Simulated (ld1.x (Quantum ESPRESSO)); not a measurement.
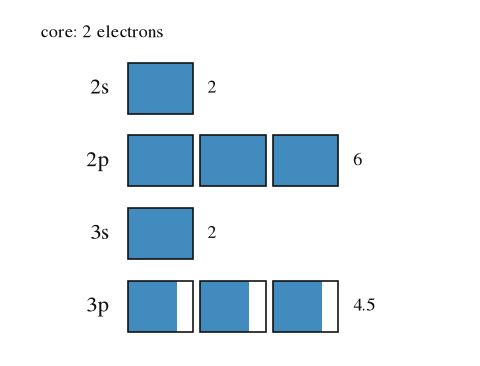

The valence shells of the reference configuration: a box for each of the 2l + 1 orbitals, shaded by the share of the shell that is filled, with the electron count at the right.

Ar: pseudopotential generation (part 1 of 2)

Argon (Ar, Z = 18), core [He], reference valence 2s2 2p6 3s2 3p4.5 (an ion of charge +1.5), valence charge 16. Computed at this level: ultrasoft potential, PBE, non-relativistic, made with ld1.x (Quantum ESPRESSO) 7.5.

**The input**
```
 &input
   title='Ar', zed=18., rel=0, dft='PBE', iswitch=3,
   config='[Ne] 3s2 3p4.5 3d-2',
   nld=3, rlderiv=0.95, eminld=-25.0, emaxld=5.0, deld=0.1
 /
 &inputp
   pseudotype=3, tm=.true., lloc=-1, rcloc=0.60,
   nlcc=.true., new_core_ps=.true., rcore=0.70,
   which_augfun='PSQ', rmatch_augfun=0.45,
   file_pseudopw='Ar.UPF', file_wfcaegen='ae.wfc', file_wfcncgen='nc.wfc', file_beta='beta', file_chi='chi', file_wfcusgen='us.wfc'
 /
5
2S  1  0   2.00   0.00  0.55  0.70  0.0
3S  2  0   2.00   0.00  0.55  0.70  0.0
2P  2  1   6.00   0.00  0.65  0.85  0.0
3P  3  1   4.50   0.00  0.65  0.85  0.0
3D  3  2  -2.00   0.15  0.60  0.75  0.0
 &test
   configts(1)='2s2 2p6 3s2 3p4.5'
 /
```

**Input of the test run**
```
 &input
   title='Ar', zed=18., rel=0, dft='PBE', iswitch=2,
   config='[Ne] 3s2 3p4.5 3d-2'
 /
 &test
   file_pseudo='Ar.UPF', nconf=8,
   configts(1)='2s2 2p6 3s2 3p4.5',
   configts(2)='2s2 2p6 3s2 3p6',
   configts(3)='2s2 2p6 3s2 3p5',
   configts(4)='2s2 2p6 3s2 3p4',
   configts(5)='2s2 2p6 3s2 3p2',
   configts(6)='2s2 2p5 3s2 3p6',
   configts(7)='2s2 2p6 3s2 3p5.5',
   configts(8)='2s2 2p6 3s2 3p3'
 /
```

Hardware: 1 CPU thread, shared host.

Launched with:
```bash
ld1.x < Ar.in > Ar.out
```

**The program's output**
```
     Program LD1 v.7.5

     !!!!!!!!!!!!!!!!!!! WARNING !!!!!!!!!!!!!!!!!!!!!!!
     Message from routine ld1_readin:
     US requires at least two energies per channel 3D
     !!!!!!!!!!!!!!!!!!!!!!!!!!!!!!!!!!!!!!!!!!!!!!!!!!!
     --------------------------- All-electron run ----------------------------

     Ar

     atomic number is 18.00
     dft =PBE   lsd =0 sic =0 latt =0  beta=0.20 tr2=1.0E-14
     Exchange-correlation= PBE
                           (   1   4   3   4   0   0   0)
     mesh =1161 r(mesh) = 100.44680 a.u. xmin = -7.00 dx = 0.01250
     1 Ry =  13.60569312 eV

     n l     nl                  e(Ry)          e(Ha)          e(eV)
     1 0     1S 1( 2.00)      -229.9633      -114.9817     -3128.8105
     2 0     2S 1( 2.00)       -23.2561       -11.6280      -316.4152
     2 1     2P 1( 6.00)       -18.4864        -9.2432      -251.5208
     3 0     3S 1( 2.00)        -3.1758        -1.5879       -43.2085
     3 1     3P 1( 4.50)        -2.1033        -1.0516       -28.6163

     final scf error:  5.5E-15 reached in  19 iterations

     Etot =   -1052.581346 Ry,    -526.290673 Ha,  -14321.098783 eV

     Ekin =    1051.438335 Ry,     525.719168 Ha,   14305.547327 eV
     Encl =   -2480.942543 Ry,   -1240.471272 Ha,  -33754.942896 eV
     Eh   =     437.023529 Ry,     218.511765 Ha,    5946.008024 eV
     Exc  =     -60.100667 Ry,     -30.050334 Ha,    -817.711238 eV

     normalization and overlap integrals

     s(1S/1S) =  1.000000  <r> =   0.0862  <r2> =    0.0100  r(max) =   0.0563
     s(2S/2S) =  1.000000  <r> =   0.4161  <r2> =    0.2054  r(max) =   0.3403
     s(2P/2P) =  1.000000  <r> =   0.3771  <r2> =    0.1766  r(max) =   0.2821
     s(3S/3S) =  1.000000  <r> =   1.3545  <r2> =    2.1152  r(max) =   1.1585
     s(3P/3P) =  1.000000  <r> =   1.5087  <r2> =    2.6769  r(max) =   1.2487

     ------------------------ End of All-electron run ------------------------

     --------------------- Generating US pseudopotential ---------------------

      Generating local potential from pseudized AE potential:
      Matching radius rcloc =   0.6000

      Local pseudo, rcloc= 0.597 Estimated cut-off energy=    66.05 Ry

      Computing core charge for nlcc:

       r > 0.70 : true rho core
      Core charge pseudized with two Bessel functions
      Integrated core pseudo-charge :   0.00
      Wfc-us  2S rcutus= 0.694  Estimated cut-off energy=   109.93 Ry
      Wfc-us  3S rcutus= 0.694  Estimated cut-off energy=   229.38 Ry
      Wfc-us  2P rcutus= 0.848  Estimated cut-off energy=   119.77 Ry
      Wfc-us  3P rcutus= 0.848  Estimated cut-off energy=    95.25 Ry
      Wfc-us  3D rcutus= 0.748  Estimated cut-off energy=   191.03 Ry

     Q pseudized with Bessel functions
     Expected ecutrho=    2257.9097 due to l1=  2   l2=  2

     ------------------- End of pseudopotential generation -------------------

     --------------------------- All-electron run ----------------------------

     Ar

     atomic number is 18.00
     dft =PBE   lsd =0 sic =0 latt =0  beta=0.20 tr2=1.0E-14
     Exchange-correlation= PBE
                           (   1   4   3   4   0   0   0)
     mesh =1161 r(mesh) = 100.44680 a.u. xmin = -7.00 dx = 0.01250
     1 Ry =  13.60569312 eV

     n l     nl                  e(Ry)          e(Ha)          e(eV)
     1 0     1S 1( 2.00)      -229.9633      -114.9817     -3128.8105
     2 0     2S 1( 2.00)       -23.2561       -11.6280      -316.4152
     2 1     2P 1( 6.00)       -18.4864        -9.2432      -251.5208
     3 0     3S 1( 2.00)        -3.1758        -1.5879       -43.2085
     3 1     3P 1( 4.50)        -2.1033        -1.0516       -28.6163

     final scf error:  5.5E-15 reached in  19 iterations

     Etot =   -1052.581346 Ry,    -526.290673 Ha,  -14321.098783 eV

     Ekin =    1051.438335 Ry,     525.719168 Ha,   14305.547327 eV
     Encl =   -2480.942543 Ry,   -1240.471272 Ha,  -33754.942896 eV
     Eh   =     437.023529 Ry,     218.511765 Ha,    5946.008024 eV
     Exc  =     -60.100667 Ry,     -30.050334 Ha,    -817.711238 eV

     normalization and overlap integrals

     s(1S/1S) =  1.000000  <r> =   0.0862  <r2> =    0.0100  r(max) =   0.0563
     s(2S/2S) =  1.000000  <r> =   0.4161  <r2> =    0.2054  r(max) =   0.3403
     s(2P/2P) =  1.000000  <r> =   0.3771  <r2> =    0.1766  r(max) =   0.2821
     s(3S/3S) =  1.000000  <r> =   1.3545  <r2> =    2.1152  r(max) =   1.1585
     s(3P/3P) =  1.000000  <r> =   1.5087  <r2> =    2.6769  r(max) =   1.2487

     ------------------------ End of All-electron run ------------------------

     Computing logarithmic derivative in   0.95447
     Computing logarithmic derivative in   0.95447
     Computing the partial wave expansion
     R is outside the sphere for l=    0 j= 0.00
     R is outside the sphere for l=    0 j= 0.00
     R is outside the sphere for l=    1 j= 0.00
     R is outside the sphere for l=    1 j= 0.00
     R is outside the sphere for l=    2 j= 0.00

     ---------------------- Testing the pseudopotential ----------------------

     Ar

     atomic number is 18.00   valence charge is 16.00
     dft =PBE   lsd =0 sic =0 latt =0  beta=0.20 tr2=1.0E-14
     mesh =1161 r(mesh) = 100.44680 xmin = -7.00 dx = 0.01250

     n l     nl             e AE (Ry)        e PS (Ry)    De AE-PS (Ry)
     1 0     2S   1( 2.00)      -23.25609      -23.25609       -0.00000
     2 1     2P   1( 6.00)      -18.48644      -18.48644       -0.00000
     2 0     3S   1( 2.00)       -3.17577       -3.17577       -0.00000
     3 1     3P   1( 4.50)       -2.10326       -2.10326       -0.00000

     eps = 1.6E-17  iter =  3

     Etot =   -1052.581346 Ry,    -526.290673 Ha,  -14321.098783 eV
     Etotps =  -427.204091 Ry,    -213.602046 Ha,   -5812.407768 eV

     Ekin =      96.631591 Ry,      48.315796 Ha,    1314.739779 eV
     Encl =    -850.411105 Ry,    -425.205552 Ha,  -11570.432519 eV
     Ehrt =     264.714404 Ry,     132.357202 Ha,    3601.622941 eV
     Ecxc =     -35.729227 Ry,     -17.864613 Ha,    -486.120894 eV
     (Ecc =      -0.000004 Ry,      -0.000002 Ha,      -0.000059 eV)
     Epseu=      97.590245 Ry,      48.795122 Ha,    1327.782924 eV

     ---------------------- End of pseudopotential test ----------------------
```

**Output of the test run (extracts)**
```
     ---------------------- Testing the pseudopotential ----------------------

     Ar

     atomic number is 18.00   valence charge is 16.00
     dft =PBE   lsd =0 sic =0 latt =0  beta=0.20 tr2=1.0E-14
     mesh =1161 r(mesh) = 100.44680 xmin = -7.00 dx = 0.01250

     n l     nl             e AE (Ry)        e PS (Ry)    De AE-PS (Ry)
     1 0     2S   1( 2.00)      -23.25609      -23.25609       -0.00000
     2 1     2P   1( 6.00)      -18.48644      -18.48644       -0.00000
     2 0     3S   1( 2.00)       -3.17577       -3.17577       -0.00000
     3 1     3P   1( 4.50)       -2.10326       -2.10326       -0.00000

     eps = 1.6E-17  iter =  3

     Etot =   -1052.581346 Ry,    -526.290673 Ha,  -14321.098787 eV
     Etotps =  -427.204091 Ry,    -213.602046 Ha,   -5812.407768 eV

     Ekin =      96.631591 Ry,      48.315796 Ha,    1314.739779 eV
     Encl =    -850.411105 Ry,    -425.205552 Ha,  -11570.432519 eV
     Ehrt =     264.714404 Ry,     132.357202 Ha,    3601.622941 eV
     Ecxc =     -35.729227 Ry,     -17.864613 Ha,    -486.120894 eV
     (Ecc =      -0.000004 Ry,      -0.000002 Ha,      -0.000059 eV)
     Epseu=      97.590245 Ry,      48.795122 Ha,    1327.782924 eV

     ---------------------- End of pseudopotential test ----------------------

     ---------------------- Testing the pseudopotential ----------------------

     Ar

     atomic number is 18.00   valence charge is 16.00
     dft =PBE   lsd =0 sic =0 latt =0  beta=0.20 tr2=1.0E-14
     mesh =1161 r(mesh) = 100.44680 xmin = -7.00 dx = 0.01250

     n l     nl             e AE (Ry)        e PS (Ry)    De AE-PS (Ry)
     1 0     2S   1( 2.00)      -21.66199      -21.66431        0.00232
     2 1     2P   1( 6.00)      -16.88750      -16.88703       -0.00047
     2 0     3S   1( 2.00)       -1.76844       -1.76917        0.00072
     3 1     3P   1( 6.00)       -0.75603       -0.75597       -0.00005

     eps = 6.2E-15  iter = 15

     Etot =   -1054.694203 Ry,    -527.347101 Ha,  -14349.845660 eV
     Etotps =  -429.316817 Ry,    -214.658409 Ha,   -5841.152870 eV
     dEtot_ae =      -2.112856 Ry
     dEtot_ps =      -2.112726 Ry,   Delta E=      -0.000130 Ry

     Ekin =      96.607781 Ry,      48.303890 Ha,    1314.415816 eV
     Encl =    -876.189944 Ry,    -438.094972 Ha,  -11921.171491 eV
     Ehrt =     287.741525 Ry,     143.870763 Ha,    3914.922890 eV
     Ecxc =     -37.006208 Ry,     -18.503104 Ha,    -503.495105 eV
     (Ecc =      -0.000004 Ry,      -0.000002 Ha,      -0.000059 eV)
     Epseu=      99.530028 Ry,      49.765014 Ha,    1354.175021 eV

     ---------------------- End of pseudopotential test ----------------------

     ---------------------- Testing the pseudopotential ----------------------

     Ar

     atomic number is 18.00   valence charge is 16.00
     dft =PBE   lsd =0 sic =0 latt =0  beta=0.20 tr2=1.0E-14
     mesh =1161 r(mesh) = 100.44680 xmin = -7.00 dx = 0.01250

     n l     nl             e AE (Ry)        e PS (Ry)    De AE-PS (Ry)
     1 0     2S   1( 2.00)      -22.68294      -22.68378        0.00084
     2 1     2P   1( 6.00)      -17.91114      -17.91070       -0.00044
     2 0     3S   1( 2.00)       -2.67930       -2.67958        0.00028
     3 1     3P   1( 5.00)       -1.62665       -1.62655       -0.00010

     eps = 7.8E-15  iter = 14

     Etot =   -1053.512783 Ry,    -526.756391 Ha,  -14333.771625 eV
     Etotps =  -428.135496 Ry,    -214.067748 Ha,   -5825.080171 eV
     dEtot_ae =      -0.931436 Ry
     dEtot_ps =      -0.931404 Ry,   Delta E=      -0.000032 Ry

     Ekin =      96.671365 Ry,      48.335682 Ha,    1315.280920 eV
     Encl =    -859.708714 Ry,    -429.854357 Ha,  -11696.932934 eV
     Ehrt =     272.710634 Ry,     136.355317 Ha,    3710.417201 eV
     Ecxc =     -36.189287 Ry,     -18.094643 Ha,    -492.380328 eV
     (Ecc =      -0.000004 Ry,      -0.000002 Ha,      -0.000059 eV)
     Epseu=      98.380506 Ry,      49.190253 Ha,    1338.534970 eV

     ---------------------- End of pseudopotential test ----------------------

     ---------------------- Testing the pseudopotential ----------------------

     Ar

     atomic number is 18.00   valence charge is 16.00
     dft =PBE   lsd =0 sic =0 latt =0  beta=0.20 tr2=1.0E-14
     mesh =1161 r(mesh) = 100.44680 xmin = -7.00 dx = 0.01250

     n l     nl             e AE (Ry)        e PS (Ry)    De AE-PS (Ry)
     1 0     2S   1( 2.00)      -23.86718      -23.86642       -0.00076
     2 1     2P   1( 6.00)      -19.10028      -19.10121        0.00093
     2 0     3S   1( 2.00)       -3.69575       -3.69548       -0.00027
     3 1     3P   1( 4.00)       -2.60388       -2.60415        0.00028

     eps = 7.2E-15  iter = 10

     Etot =   -1051.405518 Ry,    -525.702759 Ha,  -14305.100820 eV
     Etotps =  -426.028202 Ry,    -213.014101 Ha,   -5796.408973 eV
     dEtot_ae =       1.175829 Ry
     dEtot_ps =       1.175890 Ry,   Delta E=      -0.000061 Ry

     Ekin =      96.539877 Ry,      48.269938 Ha,    1313.491937 eV
     Encl =    -840.463133 Ry,    -420.231566 Ha,  -11435.083464 eV
     Ehrt =     256.487488 Ry,     128.243744 Ha,    3489.690046 eV
     Ecxc =     -35.240701 Ry,     -17.620350 Ha,    -479.474161 eV
     (Ecc =      -0.000004 Ry,      -0.000002 Ha,      -0.000059 eV)
     Epseu=      96.648268 Ry,      48.324134 Ha,    1314.966669 eV

     ---------------------- End of pseudopotential test ----------------------

     ---------------------- Testing the pseudopotential ----------------------

     Ar

     atomic number is 18.00   valence charge is 16.00
     dft =PBE   lsd =0 sic =0 latt =0  beta=0.20 tr2=1.0E-14
     mesh =1161 r(mesh) = 100.44680 xmin = -7.00 dx = 0.01250

     n l     nl             e AE (Ry)        e PS (Ry)    De AE-PS (Ry)
     1 0     2S   1( 2.00)      -26.65666      -26.65760        0.00094
     2 1     2P   1( 6.00)      -21.90746      -21.92223        0.01477  !
     2 0     3S   1( 2.00)       -5.97455       -5.97444       -0.00011
     3 1     3P   1( 2.00)       -4.81280       -4.81825        0.00544  !

     eps = 6.7E-15  iter = 10

     Etot =   -1044.040006 Ry,    -522.020003 Ha,  -14204.887931 eV
     Etotps =  -418.658481 Ry,    -209.329241 Ha,   -5696.138820 eV
     dEtot_ae =       8.541340 Ry
     dEtot_ps =       8.545610 Ry,   Delta E=      -0.004270 Ry

     Ekin =      95.660487 Ry,      47.830244 Ha,    1301.527232 eV
     Encl =    -794.577352 Ry,    -397.288676 Ha,  -10810.775611 eV
     Ehrt =     222.160255 Ry,     111.080128 Ha,    3022.644256 eV
     Ecxc =     -33.068057 Ry,     -16.534028 Ha,    -449.913832 eV
     (Ecc =      -0.000004 Ry,      -0.000002 Ha,      -0.000059 eV)
     Epseu=      91.166185 Ry,      45.583092 Ha,    1240.379135 eV

     ---------------------- End of pseudopotential test ----------------------
```

(Continued in part 2.) Outcome of the run: generated.
